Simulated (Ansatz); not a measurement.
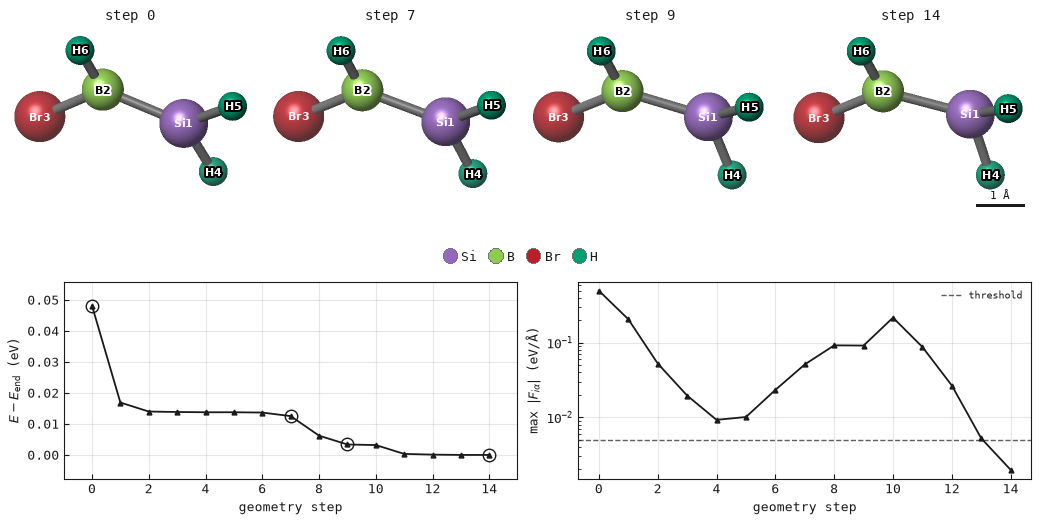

Frames of a relaxation of BSiH3Br (charge −1), marked on the history of the run. The picture is a ball-and-stick view, seen from a free direction.

The calculation used RKS PBE0-D4/def2-TZVPD (Ansatz). Set-up: force threshold 0.005 eV/Å; at most 200 steps.

**Describe the path.**

The atom that moves furthest after the best rigid fit is Si1 (0.29 Å). By element the largest moves are Si 0.29 Å, H 0.15 Å, Br 0.04 Å, B 0.04 Å. Near-neighbour distances that change, for instance: Si1–B2 1.828 → 1.882 Å, Si1–H4 1.464 → 1.501 Å, Si1–H5 1.471 → 1.503 Å, B2–H6 1.192 → 1.201 Å. Among the angles between lasting bonds that change: B2–Si1–H5 125.1° → 116.6°, B2–Si1–H4 128.7° → 120.3°, Si1–B2–H6 127.2° → 124.8°. The energy falls by 0.048 eV in 14 geometry steps. Largest force component: 0.5 eV/Å at the start, 0.002 eV/Å at the end. From step 0 to 7: H5 moves most (0.07 Å), energy −0.036 eV. From step 7 to 9: Si1 moves most (0.15 Å), energy −0.009 eV. From step 9 to 14: Si1 moves most (0.08 Å), energy −0.003 eV.

| step | E − E(0), eV | largest force component, eV/Å |
| --- | --- | --- |
| 0 | 0.0000 | 0.4979 |
| 1 | -0.0312 | 0.2065 |
| 2 | -0.0342 | 0.0527 |
| 3 | -0.0343 | 0.0196 |
| 4 | -0.0344 | 0.0093 |
| 5 | -0.0344 | 0.0101 |
| 6 | -0.0345 | 0.0233 |
| 7 | -0.0356 | 0.0512 |
| 8 | -0.0419 | 0.0922 |
| 9 | -0.0448 | 0.0916 |
| 10 | -0.0450 | 0.2169 |
| 11 | -0.0478 | 0.0877 |
| 12 | -0.0480 | 0.0267 |
| 13 | -0.0482 | 0.0052 |
| 14 | -0.0482 | 0.0020 |
